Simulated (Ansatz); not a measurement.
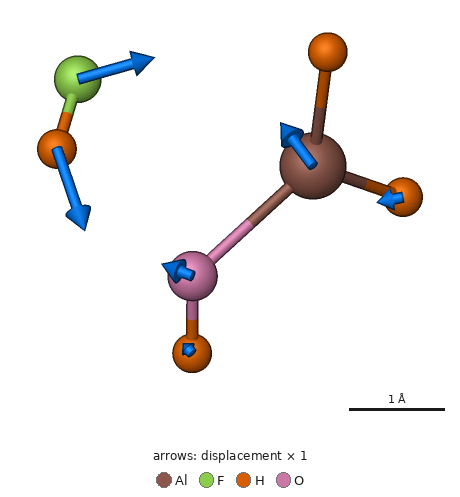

A relaxation of AlH4OF. The starting structure is drawn; blue arrows show the displacements, at their true length. The two geometries are superimposed by the best rigid fit.

Style: ball-and-stick. Shown at a tilt.

The run prepares an end point of a later path (reaction) calculation, from a guessed geometry.

These are results of Ansatz, RKS PBE0-D4/6-31G*, not measurements. (no spin polarisation; force threshold 0.03 eV/Å; at most 50 steps)

What did the optimiser do to the structure, and how much energy did it gain?

An H atom moves most after the best rigid fit: 1.01 Å. Largest moves by element: H 1.01 Å, F 0.85 Å, Al 0.65 Å, O 0.38 Å. Among the contacts that change: F–H 0.933 → 2.184 Å, H–O 2.201 → 0.975 Å, Al–F 2.878 → 1.689 Å, Al–O 1.761 → 2.026 Å. New bonds form, among them: Al–F (2.88 → 1.69 Å), H–O (2.20 → 0.98 Å). Bonds break, among them: F–H (0.93 → 2.18 Å). Bond angles that change, for instance: H–Al–O 117.7° → 98.9°, H–Al–O 115.2° → 106.5°, Al–O–H 116.0° → 111.6°. Over 14 accepted moves (16 points after the start) the energy falls by 138.0 kJ/mol. Largest force component: 0.6 eV/Å at the start, 0.016 eV/Å at the end. The line search rejected the trial steps at points 7, 12 of the run.

Limits of the set-up: the start holds two separate molecules, 2.2 Å apart at their closest, whose relative position is a soft coordinate.
